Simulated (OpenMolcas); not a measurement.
Run report: Ti²⁺ complex, multiconfigurational calculation

Ti²⁺ with 6 ligands (F; octahedron, 2.163 Å), embedded in KCdF3 by model potentials and point charges, whose field is part of the energies. Computed at this level: state-averaged CASSCF, active space 2 electrons in the shell 3d, basis ANO-RCC-VDZP on the metal and ANO-RCC-VDZP on the ligands, DKH2 scalar Hamiltonian, spin-orbit coupling by RASSI with atomic mean-field integrals (OpenMolcas).

Summary:

| quantity | value |
| --- | --- |
| outcome | converged |
| energy of the lowest spin-free term | −1452.09081 hartree |
| energy of the lowest spin-orbit level | −1452.09122 hartree |
| largest spread among components of a term | 0.0 cm⁻¹ |
| hardware | 1 thread of Arm Neoverse V1, 24 GiB of memory available, shared host |
| wall time | 21 s |
| peak memory | 0.18 GiB |

Notes:

Without dynamic correlation the splittings between terms come out too large, often by 20 to 50 %. To bear in mind: the geometry is set by hand, with no relaxation.

The input:
```
&GATEWAY
Basis set
Ti.ANO-RCC-VDZP.
Ti1 0.0 0.0 0.0 Angstrom
End of basis
Basis set
F.ANO-RCC-VDZP.
L1 2.163000 0.000000 0.000000 Angstrom
L2 0.000000 2.163000 0.000000 Angstrom
L3 0.000000 0.000000 2.163000 Angstrom
End of basis
Basis set
Cd.EMB-AIMP.Lopez-Moraza.11s7p.1s1p.ECP.KCdF3.
PseudoCharge
* 3 symmetry-unique lattice sites within 7.6 angstrom
End of basis
Basis set
K.EMB-AIMP.Lopez-Moraza.0s.0s.ECP.KCdF3.
PseudoCharge
* 16 symmetry-unique lattice sites within 7.6 angstrom
End of basis
Basis set
Cd.EMB-AIMP.Lopez-Moraza.0s.0s.ECP.KCdF3.
PseudoCharge
* 10 symmetry-unique lattice sites within 7.6 angstrom
End of basis
Basis set
F.EMB-AIMP.Lopez-Moraza.0s.0s.ECP.KCdF3.
PseudoCharge
* 27 symmetry-unique lattice sites within 7.6 angstrom
End of basis
Symmetry
XYZ
AngMom=0.0 0.0 0.0
AMFI
RICD
XField
1533 Angstrom 0
* Evjen-weighted lattice charges
&SEWARD
&RASSCF
FileOrb=start.orb
Symmetry=1
Spin=3
nActEl=2 0 0
Inactive=18 21
Ras2=5 0
CIRoot=10 10 1
SDav=10
CIMx=300
Iter=150 100
PrWF=0.3
OrbListing=Nothing
MaxOrb=0
LevShft=1.0
>>> COPY $Project.JobIph JOB001
&RASSCF
FileOrb=start.orb
Symmetry=1
Spin=1
nActEl=2 0 0
Inactive=18 21
Ras2=5 0
CIRoot=15 15 1
SDav=15
CIMx=300
Iter=150 100
PrWF=0.3
OrbListing=Nothing
MaxOrb=0
LevShft=1.0
>>> COPY $Project.JobIph JOB002
&RASSI
NrOfJobIphs=2 10 15
1 2 3 4 5 6 7 8 9 10
1 2 3 4 5 6 7 8 9 10 11 12 13 14 15
IphNames
JOB001
JOB002
EJob
SpinOrbit
DIPRint=1.0
SOCoupling=1000.0
Subsets=2
Property=9
'ANGMOM' 1 'ANGMOM' 2 'ANGMOM' 3 'MLTPL  1' 1 'MLTPL  1' 2 'MLTPL  1' 3
'AMFI' 1 'AMFI' 2 'AMFI' 3
SOProperty=3
'ANGMOM' 1 'ANGMOM' 2 'ANGMOM' 3
```

The file start.orb holds starting orbitals from an earlier step. A driver script formed the levels outside the program, from RASSI's spin-orbit matrix and the active-space energies, averaged over the components of each term or state.

Launched with:
```bash
OMP_NUM_THREADS=1 MOLCAS_MEM=2457 MOLCAS_PROJECT=a pymolcas a.inp > a.log  # once for each step of the input, in one work folder
```

The program's output (extracts):
```
--- SEWARD ---
Basis set label: TI.ANO-RCC...5S4P2D1F.

      Electronic valence basis set:
      ------------------
      Associated Effective Charge  22.000000 au
      Associated Actual Charge     22.000000 au
      Nuclear Model: Point charge

      Shell  nPrim  nBasis  Cartesian Spherical Contaminant
         s      21       5        X
         p      15       4        X
         d      10       2                 X
         f       6       1                 X
                  Relativistic Douglas-Kroll-Hess integrals:
                    - DKH order of Hamiltonian: 2
                    - DKH order of Properties : 0
                  Atomic mean-field integrals
--- RASSCF ---
Wave function specifications:
      -----------------------------

      Number of closed shell electrons          78
      Number of electrons in active shells       2
      Max number of holes in RAS1 space          0
      Max nr of electrons in RAS3 space          0
      Number of inactive orbitals               39
      Number of active orbitals                  5
      Number of secondary orbitals              98
      Spin quantum number                      1.0
      State symmetry                             1
Orbital specifications:
      -----------------------

      Symmetry species                           1   2
                                                ag  au
      Frozen orbitals                            0   0
      Inactive orbitals                         18  21
      Active orbitals                            5   0
      RAS1 orbitals                              0   0
      RAS2 orbitals                              5   0
      RAS3 orbitals                              0   0
      Secondary orbitals                        46  52
      Deleted orbitals                           0   0
      Number of basis functions                 69  73
      Number of CSFs                            10
      Number of root(s) required                10
      Iter CI   SX   CI       RASSCF       Energy    max ROT     max BLB   max BLB  Level Ln srch  Step   QN
          iter iter root      energy       change     param      element    value   shift minimum  type update
 Nr of preliminary CI iterations:   1
      Total energies have been shifted. Add                -1000.00 au
        1   1   10    0  -451.40421230    0.00E+00  -5.98E-02   11  38 2 -3.06E-01*  0.81   0.00    SX    NO
        2   1    9    0  -451.99584578   -5.92E-01* -2.72E-02   21  65 2 -7.86E-02*  0.87   0.00    SX    NO
        3   1    9    0  -452.02841852   -3.26E-02* -1.30E-02   18  21 1  3.57E-02*  0.89   0.00    SX    NO
        4   1    8    0  -452.03404928   -5.63E-03* -7.18E-03   18  21 1  1.99E-02*  0.90   0.00    SX    NO
        5   1    8    0  -452.03551851   -1.47E-03* -7.90E-03   18  21 1  1.11E-02*  0.90   2.15    LS   YES
        6   1    8    0  -452.03610581   -5.87E-04*  1.57E-03   21  65 2  3.05E-03*  0.91   1.04    QN   YES
        7   1    7    0  -452.03615377   -4.80E-05*  1.08E-03   21  65 2  9.96E-04*  0.91   1.69    LS   YES
        8   1    7    0  -452.03616326   -9.49E-06* -3.53E-04    6  34 2 -8.57E-04*  0.91   0.99    QN   YES
        9   1    6    0  -452.03616590   -2.64E-06* -1.59E-04   18  61 1 -2.55E-04*  0.91   1.45    LS   YES
       10   1    6    0  -452.03616626   -3.56E-07* -1.32E-04   15  49 1  2.50E-04*  0.91   1.00    QN   YES
       11   1    6    0  -452.03616662   -3.62E-07* -7.44E-05   21  24 2  8.94E-05   0.91   1.56    LS   YES
       12   1    5    0  -452.03616667   -4.62E-08*  2.73E-05   18  61 1  6.10E-05   0.91   0.99    QN   YES
       13   1    5    0  -452.03616670   -3.09E-08*  3.66E-05   18  61 1  2.90E-05   0.91   2.34    LS   YES
       14   1    5    0  -452.03616670   -1.72E-09   1.22E-05    2  33 2 -5.49E-05   0.91   0.52    QN   YES
      Convergence after 14 iterations
       15   1    5    0  -452.03616671   -8.04E-09   1.22E-05    4  22 2 -7.19E-06   0.91   0.52    QN   YES
      Natural orbitals and occupation numbers for root  1
      sym 1:   0.943293   0.056707   0.000000   0.943293   0.056707
      Natural orbitals and occupation numbers for root  2
      sym 1:   0.029185   0.970815  -0.000000   0.970815   0.029185
      Natural orbitals and occupation numbers for root  3
      sym 1:   0.969985   0.969985   0.030015   0.030015  -0.000000
::    RASSCF root number  1 Total energy:  -1452.09081141
::    RASSCF root number  2 Total energy:  -1452.09081141
::    RASSCF root number  3 Total energy:  -1452.09081141
::    RASSCF root number  4 Total energy:  -1452.04363638
::    RASSCF root number  5 Total energy:  -1452.04363638
::    RASSCF root number  6 Total energy:  -1452.04363638
::    RASSCF root number  7 Total energy:  -1451.98976359
::    RASSCF root number  8 Total energy:  -1451.98976359
::    RASSCF root number  9 Total energy:  -1451.98976359
::    RASSCF root number 10 Total energy:  -1451.98903290
--- RASSCF ---
Wave function specifications:
      -----------------------------

      Number of closed shell electrons          78
      Number of electrons in active shells       2
      Max number of holes in RAS1 space          0
      Max nr of electrons in RAS3 space          0
      Number of inactive orbitals               39
      Number of active orbitals                  5
      Number of secondary orbitals              98
      Spin quantum number                      0.0
      State symmetry                             1
Orbital specifications:
      -----------------------

      Symmetry species                           1   2
                                                ag  au
      Frozen orbitals                            0   0
      Inactive orbitals                         18  21
      Active orbitals                            5   0
      RAS1 orbitals                              0   0
      RAS2 orbitals                              5   0
      RAS3 orbitals                              0   0
      Secondary orbitals                        46  52
      Deleted orbitals                           0   0
      Number of basis functions                 69  73
      Number of CSFs                            15
      Number of root(s) required                15
      Iter CI   SX   CI       RASSCF       Energy    max ROT     max BLB   max BLB  Level Ln srch  Step   QN
          iter iter root      energy       change     param      element    value   shift minimum  type update
 Nr of preliminary CI iterations:   1
      Total energies have been shifted. Add                -1000.00 au
        1   1    9    0  -451.97816142    0.00E+00  -9.66E-03   19  25 1 -6.17E-03*  0.90   0.00    SX    NO
        2   1    9    0  -451.97871237   -5.51E-04*  4.04E-03    9  34 2 -4.95E-03*  0.90   0.00    SX    NO
        3   1    8    0  -451.97884340   -1.31E-04*  2.21E-03    9  34 2 -2.14E-03*  0.89   0.00    SX    NO
        4   1    8    0  -451.97888135   -3.79E-05*  1.20E-03   12  21 1  1.06E-03*  0.89   0.00    SX    NO
        5   1    7    0  -451.97889290   -1.15E-05*  1.51E-03   12  21 1  6.63E-04*  0.89   2.27    LS   YES
        6   1    6    0  -451.97889811   -5.22E-06* -6.58E-05   12  21 1  1.60E-04*  0.89   1.00    QN   YES
        7   1    6    0  -451.97889834   -2.27E-07* -7.58E-05   10  24 1  9.13E-05   0.89   1.18    QN   YES
        8   1    5    0  -451.97889840   -6.24E-08*  5.48E-06   10  24 1  1.60E-05   0.89   1.02    QN   YES
        9   1    4    0  -451.97889840    2.30E-09   4.48E-06   10  24 1  9.16E-06   0.89   0.07    QN   YES
      Convergence after  9 iterations
       10   1    4    0  -451.97889840    8.87E-10   4.48E-06   10  24 1  3.64E-06   0.89   0.07    QN   YES
      Natural orbitals and occupation numbers for root  1
      sym 1:   0.938927   0.054811   0.000000   0.948905   0.057357
      Natural orbitals and occupation numbers for root  2
      sym 1:   0.939865   0.947942   0.000000   0.055066   0.057127
      Natural orbitals and occupation numbers for root  3
      sym 1:   0.056972   0.944076   0.056543   0.942409   0.000000
::    RASSCF root number  1 Total energy:  -1452.03644484
::    RASSCF root number  2 Total energy:  -1452.03644484
::    RASSCF root number  3 Total energy:  -1452.03644484
::    RASSCF root number  4 Total energy:  -1452.03535292
::    RASSCF root number  5 Total energy:  -1452.03535292
::    RASSCF root number  6 Total energy:  -1451.98217681
::    RASSCF root number  7 Total energy:  -1451.97890298
::    RASSCF root number  8 Total energy:  -1451.97890298
::    RASSCF root number  9 Total energy:  -1451.97890298
::    RASSCF root number 10 Total energy:  -1451.96698650
::    RASSCF root number 11 Total energy:  -1451.96698650
::    RASSCF root number 12 Total energy:  -1451.96698650
::    RASSCF root number 13 Total energy:  -1451.92322264
::    RASSCF root number 14 Total energy:  -1451.92322264
::    RASSCF root number 15 Total energy:  -1451.83714510
--- RASSI ---
SPIN-FREE ENERGIES:
  (Shifted by EMIN (a.u.) =      -1452.0908114124)

 SF State       Relative EMIN(au)   Rel lowest level(eV)    D:o, cm**(-1)

     1             0.0000000000        0.0000000000              0.0000
     2             0.0000000000        0.0000000000              0.0000
     3             0.0000000000        0.0000000000              0.0000
     4             0.0471750240        1.2836977994          10353.7210
     5             0.0471750240        1.2836977994          10353.7210
     6             0.0471750240        1.2836977994          10353.7210
    11             0.0543665763        1.4793899053          11932.0843
    12             0.0543665763        1.4793899053          11932.0843
    13             0.0543665763        1.4793899053          11932.0843
    14             0.0554584919        1.5091024443          12171.7321
    15             0.0554584919        1.5091024443          12171.7321
     8             0.1010478222        2.7496513204          22177.4335
     9             0.1010478222        2.7496513204          22177.4335
     7             0.1010478222        2.7496513204          22177.4335
    10             0.1017785086        2.7695343091          22337.8007
    16             0.1086346050        2.9560981968          23842.5399
    17             0.1119084268        3.0451834252          24561.0607
    18             0.1119084268        3.0451834252          24561.0607
    19             0.1119084268        3.0451834252          24561.0607
    20             0.1238249148        3.3694475841          27176.4275
    21             0.1238249148        3.3694475841          27176.4275
    22             0.1238249148        3.3694475841          27176.4275
    23             0.1675887712        4.5603227841          36781.4838
    24             0.1675887712        4.5603227841          36781.4838
    25             0.2536663107        6.9026119583          55673.3200
     Dipole printing threshold changed to   1.00000000E+00
Eigenvalues of complex Hamiltonian:
   -----------------------------------
  (Shifted by EMIN (a.u.) =      -1452.0908114124)

 SO State       Relative EMIN(au)   Rel lowest level(eV)    D:o, cm**(-1)

     1            -0.0004093433        0.0000000000              0.0000
     2            -0.0004093433        0.0000000000              0.0000
     3            -0.0003968470        0.0003400414              2.7426
     4            -0.0003968470        0.0003400414              2.7426
     5            -0.0003968470        0.0003400414              2.7426
     6             0.0003777655        0.0214183202            172.7504
     7             0.0003777655        0.0214183202            172.7504
     8             0.0003777655        0.0214183202            172.7504
     9             0.0007663955        0.0319934820            258.0448
    10             0.0468964460        1.2872561049          10382.4207
    11             0.0469647423        1.2891145400          10397.4100
    12             0.0469647423        1.2891145400          10397.4100
    13             0.0469647423        1.2891145400          10397.4100
    14             0.0473184991        1.2987407539          10475.0506
    15             0.0473184991        1.2987407539          10475.0506
    16             0.0473184991        1.2987407539          10475.0506
    17             0.0473267586        1.2989655066          10476.8634
    18             0.0473267586        1.2989655066          10476.8634
    19             0.0544275947        1.4921890992          12035.3167
    20             0.0544275947        1.4921890992          12035.3167
    21             0.0544275947        1.4921890992          12035.3167
    22             0.0554534971        1.5201053268          12260.4763
    23             0.0554534971        1.5201053268          12260.4763
    24             0.1005191884        2.7464052582          22151.2523
    25             0.1008018123        2.7540958481          22213.2811
    26             0.1008018123        2.7540958481          22213.2811
    27             0.1008018123        2.7540958481          22213.2811
    28             0.1012882891        2.7673335558          22320.0504
    29             0.1012882891        2.7673335558          22320.0504
    30             0.1012882891        2.7673335558          22320.0504
    31             0.1013017997        2.7677011975          22323.0156
    32             0.1013017997        2.7677011975          22323.0156
    33             0.1017631662        2.7802556192          22424.2739
    34             0.1017631662        2.7802556192          22424.2739
    35             0.1017631662        2.7802556192          22424.2739
    36             0.1086655222        2.9680782947          23939.1659
    37             0.1119508347        3.0574762015          24660.2086
    38             0.1119508347        3.0574762014          24660.2086
    39             0.1119508347        3.0574762014          24660.2086
    40             0.1238282622        3.3806774683          27267.0027
    41             0.1238282622        3.3806774683          27267.0027
Weights of the five most important spin-orbit-free states for each spin-orbit state.

 SO State  Total energy (au)           Spin-free states, spin, and weights
 -------------------------------------------------------------------------------------------------------
    1        -0.000409       2 1.0  0.5383    3 1.0  0.4436    1 1.0  0.0176    6 1.0  0.0002   14 0.0  0.0001
    2        -0.000409       1 1.0  0.6487    3 1.0  0.2228    2 1.0  0.1280    4 1.0  0.0002    5 1.0  0.0002
    3        -0.000397       3 1.0  0.4996    2 1.0  0.4830    1 1.0  0.0172    5 1.0  0.0001    4 1.0  0.0001
    4        -0.000397       1 1.0  0.4866    3 1.0  0.4840    2 1.0  0.0292    6 1.0  0.0001    5 1.0  0.0001
    5        -0.000397       1 1.0  0.4960    2 1.0  0.4876    3 1.0  0.0162    6 1.0  0.0001    4 1.0  0.0001
    6         0.000378       2 1.0  0.4988    3 1.0  0.4914    1 1.0  0.0097    4 1.0  0.0001    5 1.0  0.0001
    7         0.000378       1 1.0  0.4924    2 1.0  0.4738    3 1.0  0.0336    6 1.0  0.0001    4 1.0  0.0000
    8         0.000378       1 1.0  0.4978    3 1.0  0.4748    2 1.0  0.0273    6 1.0  0.0001    5 1.0  0.0000
    9         0.000766       2 1.0  0.3333    3 1.0  0.3333    1 1.0  0.3333   16 0.0  0.0000    7 1.0  0.0000
   10         0.046896       5 1.0  0.3333    4 1.0  0.3333    6 1.0  0.3333   15 0.0  0.0000   24 0.0  0.0000
   11         0.046965       5 1.0  0.4955    6 1.0  0.4954   13 0.0  0.0087   10 1.0  0.0002    1 1.0  0.0001
   12         0.046965       4 1.0  0.4955    6 1.0  0.4202    5 1.0  0.0752   12 0.0  0.0073   11 0.0  0.0014
```

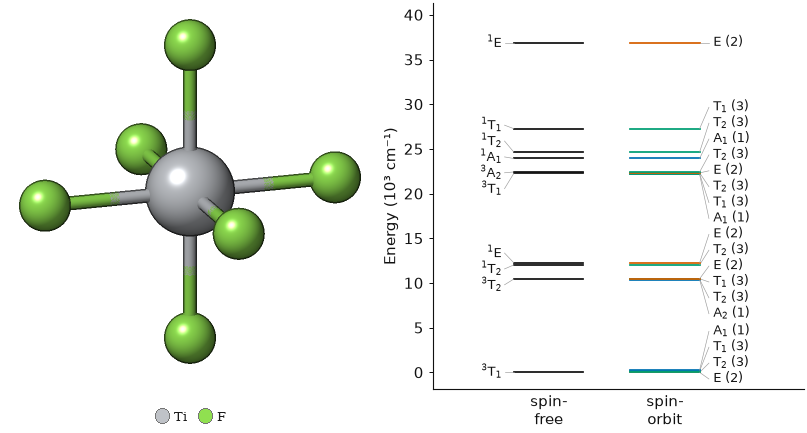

Fig. 1: Ti²⁺ (3d²) as a dopant in KCdF₃, a cluster with its 6 nearest F⁻ at 2.163 Å (octahedron) embedded in model potentials and point charges; the geometry was set, not optimised, and its levels. Labels give the representation in O, Td, D4 or D3 as the site allows (double group for half-integer spin) where it could be assigned and, in brackets, the degeneracy; spin-free states, where drawn, share the zero of the spin-orbit levels. The ground level is E, doubly degenerate, 100 % from states of spin multiplicity 3. Its principal g values are all close to zero. The next level lies at 2.7 cm⁻¹ (T₂). The lowest spin-free state is ³T₁, from the free-ion F term; of the same spin there follow at 10,400 cm⁻¹ (³T₂), 22,200 cm⁻¹ (³T₁) and 22,300 cm⁻¹ (³A₂) above it. The active orbitals hold 93 to 97 % metal character (Löwdin), and the Mulliken charge of the metal is +1.54.
